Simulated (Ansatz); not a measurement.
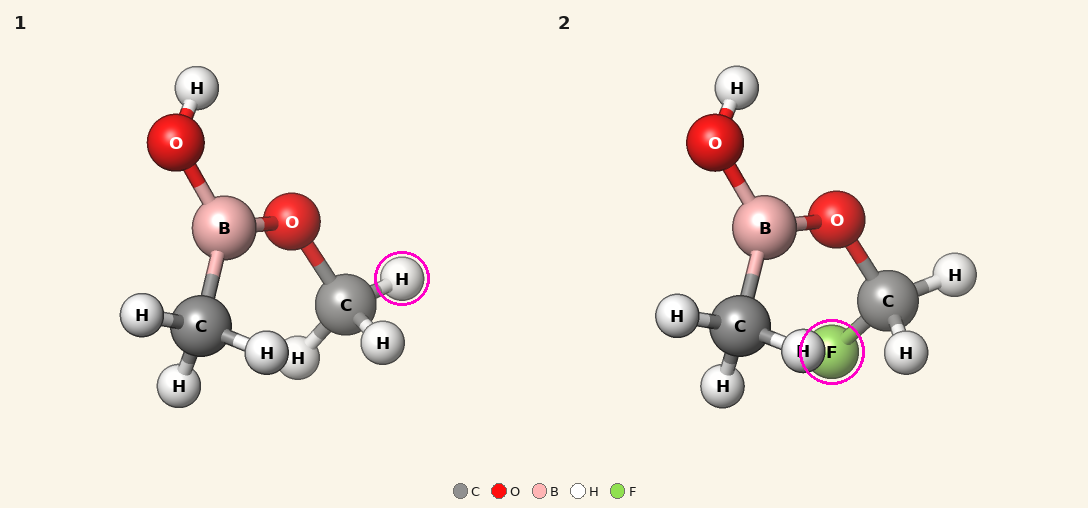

2 molecules with one skeleton, seen from the same side and at one scale; the atom that differs is circled. Each species is neutral and a spin singlet. Computed geometries: PBE0-D4/def2-TZVP optimisations, one conformation each. Properties computed with Ansatz 0.2.0.

One atom differs, called X below: H in panel 1, F in panel 2. Their formulas are C2H7BO2 (`COB(C)O`), C2H6BFO2 (`CB(O)OCF`).

> In which is the length of X–C larger (PBE0-D4/def2-TZVP)?

In panel 2 (X = F).

> In which is the HOMO energy (Kohn–Sham orbital) higher (PBE0-D4/def2-SVP)?

In panel 1 (X = H).

Give the values. With PBE0-D4/def2-TZVP: length of X–C (Å), angle O–C–X (°). With PBE0-D4/def2-SVP: HOMO energy (Kohn–Sham orbital) (eV), HOMO–LUMO gap (eV). With ωB97M-V/def2-TZVPP: dipole moment (D).

| quantity | 1 (H) | 2 (F) | 2 − 1 |
| --- | --- | --- | --- |
| length of X–C (Å) | 1.090 | 1.374 | +0.284 |
| angle O–C–X (°) | 107.9 | 110.0 | +2.1 |
| HOMO energy (Kohn–Sham orbital) (eV) | −8.27 | −8.89 | −0.62 |
| HOMO–LUMO gap (eV) | 9.98 | 10.19 | +0.21 |
| dipole moment (D) | 1.70 | 1.66 | −0.04 |
